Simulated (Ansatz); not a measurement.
# A computed series for TiC: response to strain

Consider TiC in the rock salt structure (space group Fm-3m, No. 225; a = 4.328 Å; relaxed with 0.1 eV smearing). Axes: x, y, z lie along the cube axes.

Strains are applied to the cell and any free atomic positions relax.

The values are results of plane-wave PAW DFT at the r2SCAN level (Ansatz, a program for electronic structure, 500 eV), no spin-orbit coupling, not measurements.

Notes on the quantities. energy relative to the base: free energy F.

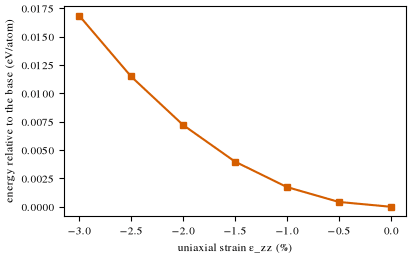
Figure: Energy relative to the base against uniaxial strain ε_zz

```csv
uniaxial strain ε_zz (%),energy relative to the base
-3,+17 meV/atom
-2.5,+11 meV/atom
-2,+7.2 meV/atom
-1.5,+4.0 meV/atom
-1,+1.7 meV/atom
-0.5,+0.4 meV/atom
```

No phonon test of stability was made. All final runs are without spin polarisation.
